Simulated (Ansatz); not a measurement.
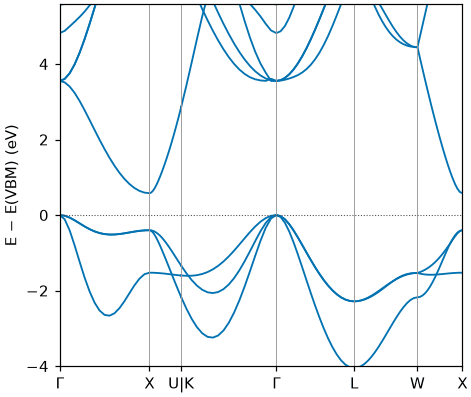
Figure: Band structure from r²SCAN (plane waves, PAW; program Ansatz)

Problem. Read off the gap and where the band edges lie.

Solution. About 0.6 eV (0.58 eV by a search for the band edges); maximum at Γ, minimum at X.

Problem. Which of these materials gives this?
A) YN, rock salt
B) CdTe, zinc blende
C) SnTe, rock salt

Solution. A, YN, rock salt

Space group Fm-3m (rock salt). The r²SCAN relaxation kept the symmetry of its start. No spin polarisation was allowed. Scalar-relativistic: spin–orbit coupling is off unless named, which matters more the heavier the elements.

Potentials: the earlier of the program's two PAW sets.
